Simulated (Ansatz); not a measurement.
The starting structures come from a database of crystals and need not be the phases stable at ambient conditions.

 Where the default PAW files enter, the runs use the earlier of Ansatz's two default sets.

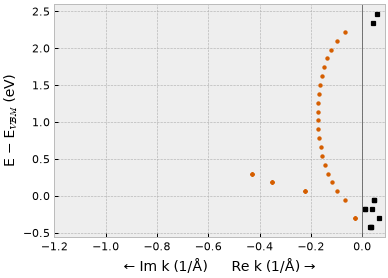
Complex bands at the centre of the two-dimensional zone; Ansatz (a program for electronic structure) with PBEsol

The gap is the functional's own. No spin-orbit coupling. Mid-gap values are interpolated on the energy grid.

Question: This is CdI₂ (P-3m1, not sure to be the ambient phase, 18 atoms a cell, 35.5 Å³ an atom) along the normal of (001). Read off the slowest decay at the centre of the two-dimensional zone at 1.14 eV, the computed energy nearest the middle of the gap.

Answer: κ ≈ 0.17 1/Å, a decay length 1/(2κ) of the density of 2.9 Å.
